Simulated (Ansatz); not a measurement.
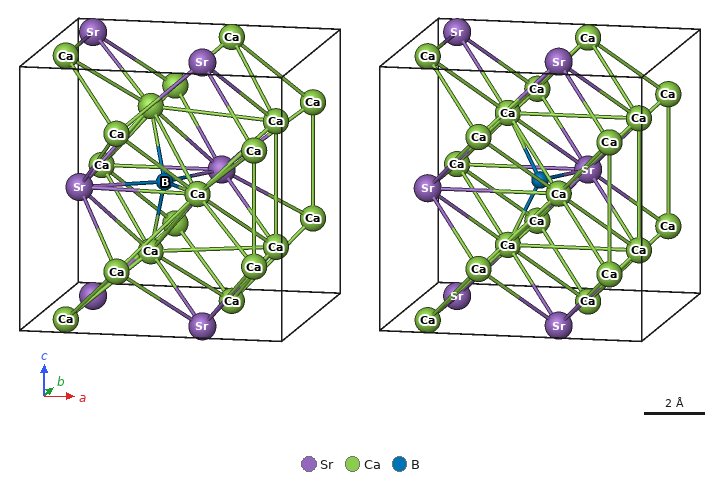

Two geometries of a defect cell of composition Sr4Ca12B, drawn at one scale. One is the start of a relaxation, the other its converged end. A ball-and-stick model of the cell of the calculation (origin shifted), seen slightly off an axis.

The calculation used DFT PBE, scalar-relativistic, plane waves, PAW in Ansatz. Set-up: plane-wave cutoff 420 eV; k-point mesh 1 × 1 × 1; occupations fermi dirac; smearing width 0.05 eV; no spin polarisation; atoms relaxed in a fixed cell; force threshold 0.08 eV/Å; at most 25 steps.

Q: Which geometry has the lower energy?

A: The left one is the relaxed one. It is an interstitial B in Fm-3m SrCa3. The run prepares the start of a later molecular dynamics calculation, from a guessed geometry. After 5 accepted moves (6 points after the start) the energy has fallen by 0.327 eV per cell of the calculation. The largest force component goes from 0.64 to 0.04 eV/Å. 1 step only repeated the SCF at the same geometry. The atom that moves furthest is the B atom (0.58 Å roughly along [−1 −1 0]). By element the largest moves are B 0.58 Å, Sr 0.45 Å, Ca 0.32 Å. The cell stays as it was. Among the contacts that change: B–Sr 4.049 → 3.029 Å, Ca–Ca 4.518 → 3.974 Å, Ca–Ca 4.518 → 4.063 Å, Ca–Sr 4.518 → 4.094 Å. Among the angles between lasting bonds that change: Ca–B–Ca 127.7° → 147.9°, Sr–B–Ca 101.5° → 87.6°, Sr–B–Ca 101.0° → 87.6°. Cost: 27 s on 1 thread of Arm Neoverse V2, with other jobs on the host, peak memory 0.6 GiB.
